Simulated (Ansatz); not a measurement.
# ZnSe (Stilleite, F-43m): thermal expansion from first principles, part 2 of 2

Aim: the lattice, expansion, heat capacity and bulk modulus of ZnSe (Stilleite) as it warms.

Ansatz 0.2.0; DFT LDA, scalar-relativistic, plane waves, PAW; PAW set soft_1.

So far. Step 2 (Probe on a coarse mesh): The start is under -3.4 GPa at this level and looks like an insulator or semiconductor on this mesh. Step 4 (Relaxing to small residual forces and stress): The residual pressure is -0.0013 GPa, small enough for phonons. The relaxed cell has a = 5.567 Å (conventional setting).

## (5) Phonons on strained cells

Thermal expansion follows from how the free energy of the vibrations (and of the electrons in a metal) changes with strain, so the program makes strained cells, their phonons and a fit in one run.

input.yaml

```yaml
crystal:
  lattice:
    - [0.0, 2.7836754434, 2.7836754434]
    - [2.7836754434, 0.0, 2.7836754434]
    - [2.7836754434, 2.7836754434, 0.0]
  atoms:
    - { symbol: Zn, position: [0.0, 0.0, 0.0] }
    - { symbol: Se, position: [0.25, 0.25, 0.25] }
kpoints:
  mp_grid: { grid: [8, 8, 8] }
hamiltonian:
  xc: lda
  pseudopotentials: { kind: paw, azcp: { folder: soft_1 }, xc_functional: pbe }
scf:
  occupations: { method: fixed }
  lower_state_search: "off"
output:
  eigenvalues: true
phonons:
  method: dfpt
  qmesh: [4, 4, 4]
  temperatures: { t_max: 800.0, t_step: 50 }
  thermal_expansion: {}
```

Command:

```
> ansatz run input.yaml --threads 8 --pin off --max-ram 16384MiB --backend cpu --events-out ev --progress --plain --runs-dir out
```

Numbers of over 12 decimals in the logs are rounded to 6 here.

Output:

```text
Warning: phonons: the dynamical matrix that this run interpolates holds no multipole term above the dipole-dipole one, and a site of this crystal is no centre of inversion, so its interpolated transverse optical and acoustic branches and sound speeds can stay off near Gamma, and the density of states and the thermodynamics with them. What a run solves at a wave vector of phonons.qpoints, Gamma apart, where the deck admits one, is free of this, and under fd what a larger phonons.supercell samples
[...]
Crystal: 2 atoms, lattice volume = 43.141 Å³
Basis set: ecut = 487.2 eV, 1067 PW (Γ), exchange–correlation on 60×60×60 points (8 copies of the dense FFT grid, shifted against one another)
Bands: 18, of which v1, the nominal top of the filled ones, is band 14 counted from 1 (13 counted from 0)
Symmetry: 24 space group operations
[...]
k-points: 29 of 512 (time reversal used)
[...]
SCF iter   1: F=—  HF=-8631.209491 eV  |F-HF|=—  |Δ(HF+E_count)|=         —  Δρ=6.01e-2  dr2=9.92e-1  ethr=3.10e-3  ⟨swp⟩=4.5  Hψ=2528  notcnv=0  defer=46
[...]
SCF iter  10: F=-8630.862552 eV  HF=-8630.862552 eV  |F-HF|=1.09e-11  |Δ(HF+E_count)|=  3.64e-10  Δρ=1.44e-7  dr2=3.83e-12  ethr=1.00e-12  ⟨swp⟩=6.8  Hψ=3543  notcnv=0
SCF 1 converged in 10 iterations: F = -8630.862552 eV  dr2 = 3.83e-12
[...]
relax step   1: F+E_penalty+E_count = -8630.86255200 eV  Δ(F+E_penalty+E_count) = +0.000e0 eV  max|allowed force component| = 1.197e-16 eV/Å  Δτ_max = 0.0000 Å  (10 SCF iters, accepted)
SCF converged after 10 iterations
Free energy (F): -8630.862552 eV
[...]
Internal energy: -8630.862552 eV  (E = F + TS)
E sigma→0 (E₀):  -8630.862552 eV
Fermi energy:    6.956978 eV
[...]
--- Stress (GPa, compression-positive) ---
       -0.002595       0.000000      -0.000000
       -0.000000      -0.002595       0.000000
       -0.000000       0.000000      -0.002595
  P = ⅓ Tr σ = -0.0026 GPa (-0.026 kbar)
--- Band table (eV; the first three rows and the last of 29) ---
  k-point 0: bands = [... 10 lower, 0.4995, 6.9570, 6.9570, 6.9570, 8.2038, 12.6534, 12.6534, 12.6534]
  k-point 1: bands = [... 10 lower, 0.4978, 5.5424, 6.7872, 6.7872, 9.2295, 12.6061, 12.9266, 12.9266]
  k-point 2: bands = [... 10 lower, 0.4992, 3.7021, 6.4286, 6.4286, 9.6488, 13.3234, 13.3234, 13.5113]
  k-point 28: bands = [... 10 lower, 0.8454, 1.9402, 3.9324, 3.9994, 12.3052, 12.6434, 13.8852, 14.5181]
── thermal expansion: 3 new cells, 3 in all ──
thermal expansion: relaxation of cell 2
thermal expansion: relaxation of cell 3
── thermal expansion: 2 new cells, 5 in all ──
thermal expansion: relaxation of cell 4
thermal expansion: phonons of cell 4
thermal expansion: relaxation of cell 5
thermal expansion: phonons of cell 5
── thermal expansion: 5 new cells, 10 in all ──
thermal expansion: relaxation of cell 6
thermal expansion: relaxation of cell 7
thermal expansion: relaxation of cell 8
thermal expansion: relaxation of cell 9
thermal expansion: relaxation of cell 10
thermal expansion: phonons of cell 6
thermal expansion: phonons of cell 7
--- Relaxed structure (1 steps of the walk, 1 accepted, 0 SCFs on fresh bases) ---
  F+E_penalty+E_count = -8630.86255200 eV   max|allowed force component| = 1.197e-16 eV/Å
  atoms:
    - { symbol: Zn, position: [0.0, 0.0, 0.0] }
    - { symbol: Se, position: [0.250000, 0.250000, 0.250000] }
--- Thermal expansion: 10 cells in 3 rounds, 0 GPa ---
  no lower state was looked for at cell 4: scf.lower_state_search: off
  without vibrations: a 3.93665, b 3.93665, c 3.93665 Å, V 43.1387 Å³, B 71.70 GPa
  at 0 K: a 3.94191, b 3.94191, c 3.94191 Å, V 43.3118 Å³, B 70.74 GPa
  zero-point expansion: a +0.134, b +0.134, c +0.134, V +0.401 %
      T/K        a/Å        b/Å        c/Å       V/Å³ | expansion of a, b, c, V (1e-6/K)   | that of V in the mean from 25 °C | C_P, C_V (J/mol K of the cell) | B_T, B_S (GPa)
     0.00    3.94191    3.94191    3.94191    43.3118 |    0.00    0.00    0.00    0.00 |   12.14 |     0.000     0.000 |    70.74    70.74
   100.00    3.94209    3.94209    3.94209    43.3175 |    3.01    3.01    3.01    9.02 |   17.61 |    32.369    32.354 |    70.26    70.30
   200.00    3.94404    3.94404    3.94404    43.3821 |    6.23    6.23    6.23   18.69 |   20.41 |    44.226    44.100 |    69.14    69.34
   298.15    3.94668    3.94668    3.94668    43.4692 |    7.25    7.25    7.25   21.74 |       - |    47.391    47.140 |    67.97    68.33
   350.00    3.94820    3.94820    3.94820    43.5193 |    7.55    7.55    7.55   22.66 |   22.23 |    48.190    47.873 |    67.34    67.78
   450.00    3.95127    3.95127    3.95127    43.6209 |    7.98    7.98    7.98   23.94 |   22.99 |    49.106    48.659 |    66.12    66.73
   550.00    3.95449    3.95449    3.95449    43.7277 |    8.31    8.31    8.31   24.93 |   23.62 |    49.648    49.064 |    64.90    65.67
   650.00    3.95784    3.95784    3.95784    43.8388 |    8.60    8.60    8.60   25.81 |   24.17 |    50.027    49.299 |    63.68    64.62
   750.00    3.96130    3.96130    3.96130    43.9539 |    8.88    8.88    8.88   26.64 |   24.68 |    50.327    49.447 |    62.46    63.57
   800.00    3.96307    3.96307    3.96307    44.0130 |    9.02    9.02    9.02   27.05 |   24.93 |    50.461    49.501 |    61.85    63.05
  the static fit leaves 0.002 meV an atom of the energies and, of the stresses, 0.000 GPa of each cell's largest along a strain (root mean squares over the cells), whose Pulay part it has at -0.021 GPa
  vibrations' free energy: its fit passes through its cells
  the electrons' free energy at temperature is not in it: every band gap is over 0.83 eV
  free energies summed between the sampled wave vectors
  estimated error of the fitted expansion in any direction: up to 0.060e-6/K, at 800 K, with few degrees of freedom (an estimate, not a bound: it was exceeded on models of known expansion)
  by sums over the sampled wave vectors an expansion of the volume parts by up to 0.88e-6/K
  by a static energy of one degree less an expansion of the volume parts by up to 0.02e-6/K
  band gaps on the cells' k-points are 1.084 to 1.372 eV
```

Elapsed: 5.4 min, on 8 threads of Arm Neoverse V2, shared host; peak memory 1.5 GiB; 39 min of CPU time.

Numbers from this step:

* pressure: -0.002595 GPa
* gap on the k-mesh: 1.247 eV
* volume expansion coefficient at 298 K: 21.74 1e-6/K
* C_P at 298 K: 23.70 J/mol-atom/K
* entropy at 298 K: 35.59 J/mol-atom/K
* isothermal bulk modulus at 298 K: 67.97 GPa
* Grüneisen parameter at 298 K: 0.8205
* volume at 298 K: 21.73 Å³/atom
* principal linear expansion coefficients at 298 K: 7.246, 7.246, 7.246 1e-6/K

Strained cells of the study; zero-point energy where phonons were solved; the pressures are stresses at a fixed cutoff and can carry an offset from the finite basis. Expansion cells, by row:

```csv
cell,|a| (Å),|b| (Å),|c| (Å),V (Å³/atom),E - E_lowest (meV/atom),"pressure, compression positive (GPa)",gap (eV),zero-point energy (meV/atom)
1,3.937,3.937,3.937,21.57,0,-0.024,1.247,-
2,3.968,3.968,3.968,22.09,2.716,-1.647,1.148,-
3,3.905,3.905,3.905,21.06,2.807,1.784,1.347,-
4,3.937,3.937,3.937,21.57,0.001,-0.039,1.246,29.71
5,3.957,3.957,3.957,21.9,1.103,-1.074,1.184,29.14
6,3.949,3.949,3.949,21.77,0.393,-0.657,1.21,29.38
7,3.972,3.972,3.972,22.15,3.362,-1.822,1.137,28.7
8,3.898,3.898,3.898,20.94,4.36,2.255,1.372,-
9,3.917,3.917,3.917,21.25,1.062,1.07,1.309,-
10,3.989,3.989,3.989,22.45,7.436,-2.634,1.084,-
```

Quasi-harmonic; a, b, c are the run's own cell vectors. Expansion, by row:

```csv
T (K),a (Å),b (Å),c (Å),alpha (deg),beta (deg),gamma (deg),cell volume (Å³/cell),alpha_a (1e-6/K),alpha_b (1e-6/K),alpha_c (1e-6/K),alpha_V (1e-6/K),C_P (J/mol-atom/K),C_V (J/mol-atom/K),S (J/mol-atom/K),B_T (GPa),B_S (GPa),Grueneisen,extrapolation,fit error (1e-6/K)
0,3.942,3.942,3.942,60,60,60,43.31,0,0,0,0,0,0,0,70.74,70.74,-,0,0
50,3.942,3.942,3.942,60,60,60,43.31,-0.4,-0.4,-0.4,-1.21,7.974,7.974,4.575,70.65,70.65,-0.139,0,0
100,3.942,3.942,3.942,60,60,60,43.32,3.01,3.01,3.01,9.02,16.18,16.18,12.87,70.26,70.3,0.511,0,0
150,3.943,3.943,3.943,60,60,60,43.34,5.14,5.14,5.14,15.42,20.21,20.18,20.3,69.73,69.84,0.695,0,0.01
200,3.944,3.944,3.944,60,60,60,43.38,6.23,6.23,6.23,18.69,22.11,22.05,26.41,69.14,69.34,0.765,0,0.01
250,3.945,3.945,3.945,60,60,60,43.42,6.85,6.85,6.85,20.56,23.12,23.02,31.46,68.55,68.83,0.8,0,0.02
298.1,3.947,3.947,3.947,60,60,60,43.47,7.25,7.25,7.25,21.74,23.7,23.57,35.59,67.97,68.33,0.821,0,0.02
300,3.947,3.947,3.947,60,60,60,43.47,7.26,7.26,7.26,21.78,23.71,23.59,35.73,67.94,68.31,0.821,0,0.02
350,3.948,3.948,3.948,60,60,60,43.52,7.55,7.55,7.55,22.66,24.09,23.94,39.42,67.34,67.78,0.835,0,0.02
400,3.95,3.95,3.95,60,60,60,43.57,7.78,7.78,7.78,23.35,24.36,24.17,42.66,66.73,67.26,0.846,0,0.02
450,3.951,3.951,3.951,60,60,60,43.62,7.98,7.98,7.98,23.94,24.55,24.33,45.54,66.12,66.73,0.854,0,0.02
500,3.953,3.953,3.953,60,60,60,43.67,8.15,8.15,8.15,24.45,24.7,24.45,48.13,65.51,66.2,0.862,0,0.02
550,3.954,3.954,3.954,60,60,60,43.73,8.31,8.31,8.31,24.93,24.82,24.53,50.49,64.9,65.67,0.868,0,0.01
600,3.956,3.956,3.956,60,60,60,43.78,8.46,8.46,8.46,25.38,24.93,24.6,52.66,64.29,65.15,0.874,0,0.01
650,3.958,3.958,3.958,60,60,60,43.84,8.6,8.6,8.6,25.81,25.01,24.65,54.66,63.68,64.62,0.88,0,0.01
700,3.96,3.96,3.96,60,60,60,43.9,8.74,8.74,8.74,26.23,25.09,24.69,56.51,63.07,64.1,0.885,0,0.03
750,3.961,3.961,3.961,60,60,60,43.95,8.88,8.88,8.88,26.64,25.16,24.72,58.25,62.46,63.57,0.891,0,0.04
800,3.963,3.963,3.963,60,60,60,44.01,9.02,9.02,9.02,27.05,25.23,24.75,59.87,61.85,63.05,0.896,0,0.06
```

The expansion coefficient by temperature; values in 1e-6/K:

```csv
temperature (K),volume,principal 1
0,0,0
50,-1.21,-0.4
100,9.02,3.01
150,15.4,5.14
200,18.7,6.23
250,20.6,6.85
298,21.7,7.25
300,21.8,7.26
350,22.7,7.55
400,23.4,7.78
450,23.9,7.98
500,24.4,8.15
550,24.9,8.31
600,25.4,8.46
650,25.8,8.6
700,26.2,8.74
750,26.6,8.88
800,27.1,9.02
```

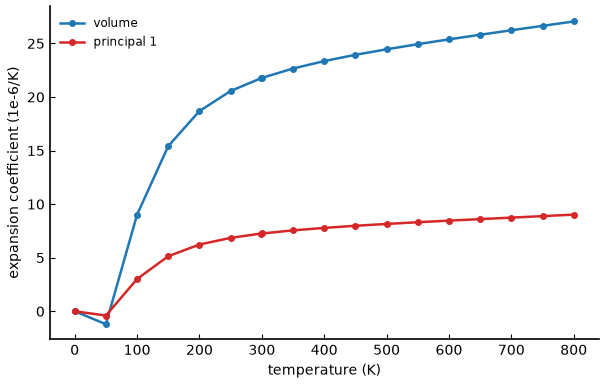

Expansion coefficient against temperature.

At 298 K the volume expansion is 21.7 × 10⁻⁶/K and B_T is 68.0 GPa. The program raised the cutoff to 487.2 eV by itself: with no cutoff typed, the study takes about 1.16 times the default for its relaxations and scales it with the volume for the phonons.

## (6) What came out

* settings of these figures: LDA, 487.2 eV, k 8×8×8, q 4×4×4
* volume expansion coefficient at 298 K: 21.74 1e-6/K
* C_P at 298 K: 23.70 J/mol-atom/K
* entropy at 298 K: 35.59 J/mol-atom/K
* isothermal bulk modulus at 298 K: 67.97 GPa
* Grüneisen parameter at 298 K: 0.8205
* volume at 298 K: 21.73 Å³/atom
* principal linear expansion coefficients at 298 K: 7.246, 7.246, 7.246 1e-6/K

**Reading.** Near room temperature ZnSe (Stilleite) expands by 21.7 × 10⁻⁶/K in volume by LDA, with C_P = 23.7 J/(mol K) per mole of atoms and B_T = 68.0 GPa. At low temperature the volume shrinks on warming, because modes with negative Grüneisen parameters outweigh the rest; the coefficient turns positive near 60 K. C_P at room temperature is 95 % of the classical 3R an atom. The interpolation has no quadrupole term, so branches near the zone centre are less sure, since this crystal has sites that are not centres of inversion. The PAW files were made for PBE and are used here under another functional, for which the program regenerates the frozen cores.

[Logs are printed without paths, hosts, clocks, repeated set-up lines and the standing remarks that a program may print on its own settings, such as how far it seeks lower states.]

[Hosts, paths, dates, database ids (printed as entryN), source tags and the programs' standing remarks are cut or masked in the printed files.]

[A step with changed settings may run another functional than the one named; its input shows which.]
